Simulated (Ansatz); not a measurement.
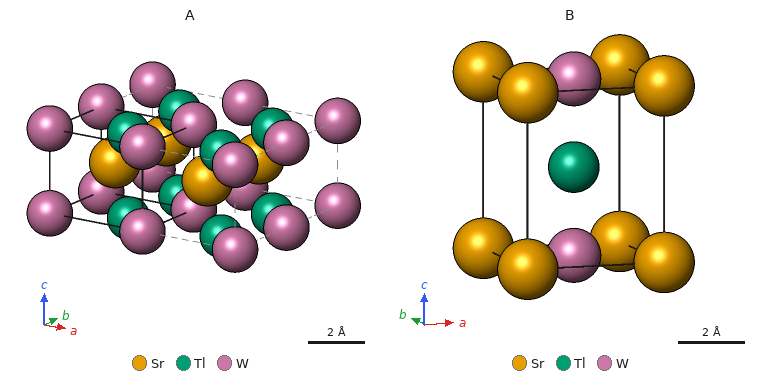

Two structures of SrTlW, each relaxed to rest (conventional cells in solid outline, small ones repeated, not to one scale). Method: Ansatz 0.2.0, DFT PBE, scalar-relativistic, plane waves, PAW, without spin polarisation.

> Identify the two structures.

A: 3 atoms a cell on a primitive hexagonal lattice, P-6m2. B: 3 atoms a cell on a primitive tetragonal lattice, P4/mmm.

> A or B: which is lower in energy?

A is lower, by 548 meV/atom at this level of theory (energies at zero smearing). Volumes: A 24.5, B 34.4 Å³/atom.

One or both may be structure types tried for this composition rather than known phases.
